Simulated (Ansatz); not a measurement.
# HNO3 (peroxynitrous acid) at BHLYP/6-311+G(d,p)

What is the electronic atomisation energy of HNO3 (peroxynitrous acid) at BHLYP/6-311+G**? 

Program for the calculation: Ansatz 0.2.0.

51 further runs of the same task are left out: 51 set aside as unsound or not needed.

### Step 1. Starting point

HNO3: 5 atoms, total charge 0, spin state singlet. SMILES: `O=NOO`. The coordinates come from a PBE0-D4/def2-TZVP relaxation. This is one conformer, not always the lowest.

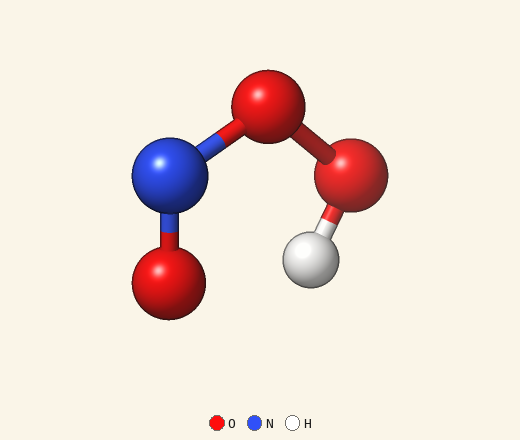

The structure, seen from a chosen angle (oxygen red, nitrogen blue, hydrogen white).

### Step 2. A single-point energy at BHLYP/6-311+G(d,p)

Contents of run.yaml:

```yaml
crystal:
  periodic: [false, false, false]
  atoms:
    - {symbol: O, position_ang: [0.136350, -0.835310, 0.979060]}
    - {symbol: "N", position_ang: [-0.871770, -0.628300, 0.400790]}
    - {symbol: O, position_ang: [-0.775090, 0.288530, -0.589000]}
    - {symbol: O, position_ang: [0.508600, 0.826880, -0.747550]}
    - {symbol: H, position_ang: [1.001920, 0.348200, -0.043280]}
basis:
  gaussian:
    orbitals: 6-311+G_st__st_.json
hamiltonian:
  xc: {name: BHLYP}
accuracy: high
output: {orbitals: {seedname: orbitals}}
```

The basis set 6-311+G** is read from a file made from the Basis Set Exchange's data (not shown).

Run with:

```
ansatz run run.yaml --threads 1 --pin off --max-ram 3480MiB --events-out events.jsonl --progress --plain --runs-dir runs
```

The log of the run:

```text
Warning: RAYON_NUM_THREADS=1 ignored (pool sized by the plan → 1); use --threads N
Functional definition: BHLYP
  name "BHLYP"
  parameter a = 0.5
  exchange = (1 - a)*b88_x + a*exact_x
  correlation = lyp_c
1794 factors; integrals over basis functions are off by at most 2.9e-9 eV
mean field evaluation 1: about -7637.2602 eV, gradient 4.1e1 eV
mean field evaluation 2: about -7634.5950 eV, gradient 5.8e1 eV
mean field evaluation 4: about -7639.7842 eV, gradient 4.3e0 eV
mean field evaluation 8: about -7639.8241 eV, gradient 1.5e-1 eV
mean field evaluation 16: about -7639.8242 eV, gradient 2.5e-5 eV
mean field -7639.82416856 eV, -280.7583597356 hartree, gradient 1.8e-8 eV, S^2 0.000000; 0 other end points of the search recorded, 0 dependent functions left out
reference -7639.82419201 eV, -280.7583605977 hartree; 16, 16 occupied and 78, 78 virtual orbitals, 1794 factors
Total energy: -7639.82419201 eV, -280.7583605977 hartree
```

Wall time 5.1 s (1 thread of Arm Neoverse V2, shared host); peak memory 0.26 GiB.

### Step 3. The H atom, same level

Contents of run.yaml:

```yaml
basis:
  gaussian:
    orbitals: 6-311+G_st__st_.json
crystal:
  periodic: [false, false, false]
  atoms:
    - {symbol: H, position_ang: [0.000000, 0.000000, 0.000000]}
magnetization:
  spin_polarized: true
  initial_magnetization: 1
hamiltonian:
  xc: {name: BHLYP}
accuracy: high
```

The basis set 6-311+G** is read from a file made from the Basis Set Exchange's data (not shown).

Run the same way, it converges to -0.49855 Eh (log not shown).

### Step 4. The N atom at the same level

Contents of in.yaml:

```yaml
crystal:
  periodic: [false, false, false]
  atoms:
    - symbol: N
      position_ang: [0.000000, 0.000000, 0.000000]
basis:
  gaussian:
    orbitals: 6-311+G_st__st_.json
magnetization:
  spin_polarized: true
  initial_magnetization: 3
hamiltonian:
  xc: {name: BHLYP}
accuracy: high
```

The basis set 6-311+G** is read from a file made from the Basis Set Exchange's data (not shown).

Run the same way, it converges to -54.58737 Eh (log not shown).

### Step 5. The O atom at the same level

Contents of input.yaml:

```yaml
crystal:
  periodic: [false, false, false]
  atoms:
    - {symbol: O, position_ang: [0.000000, 0.000000, 0.000000]}
basis:
  gaussian:
    orbitals: 6-311+G_st__st_.json
total_charge: 0
magnetization:
  spin_polarized: true
  initial_magnetization: 2
hamiltonian:
  xc: {name: BHLYP}
accuracy: high
```

The basis set 6-311+G** is read from a file made from the Basis Set Exchange's data (not shown).

Run with:

```
ansatz run input.yaml --threads 1 --pin off --max-ram 3480MiB --events-out events.jsonl --progress --plain --runs-dir runs
```

The log of the run:

```text
Warning: RAYON_NUM_THREADS=1 ignored (pool sized by the plan → 1); use --threads N
[... 5 set-up lines as earlier in the session ...]
174 factors; integrals over basis functions are off by at most 3.4e-9 eV
mean field evaluation 1: about -2042.6713 eV, gradient 5.1e0 eV
mean field evaluation 2: about -2042.7549 eV, gradient 1.2e0 eV
mean field evaluation 4: about -2042.7634 eV, gradient 1.1e-1 eV
mean field evaluation 8: about -2042.7640 eV, gradient 1.4e-3 eV
mean field evaluation 16: about -2042.7640 eV, gradient 7.4e-8 eV
mean field -2042.76403347 eV, -75.0701935950 hartree, gradient 7.4e-8 eV, S^2 2.004308; 0 other end points of the search recorded, 0 dependent functions left out
reference -2042.76405025 eV, -75.0701942114 hartree; 5, 3 occupied and 17, 19 virtual orbitals, 174 factors
Total energy: -2042.76405025 eV, -75.0701942114 hartree
```

Run time: 0.34 s. Hardware: 1 thread of Arm Neoverse V2, shared host.

### Step 6. Results

At BHLYP/6-311+G**:

```
                     quantity          value
       molecule: total energy  -280.75836 Eh
        molecule: HOMO energy      -10.90 eV
        molecule: LUMO energy       -1.63 eV
      molecule: HOMO–LUMO gap        9.27 eV
         H atom: total energy    -0.49855 Eh
                 H atom: ⟨S²⟩          0.750
         N atom: total energy   -54.58737 Eh
                 N atom: ⟨S²⟩          3.754
         O atom: total energy   -75.07019 Eh
                 O atom: ⟨S²⟩          2.004
electronic atomisation energy      12.568 eV
```

Taking the molecule apart into free atoms costs 12.57 eV (290 kcal/mol), before zero-point energy and without spin-orbit coupling.
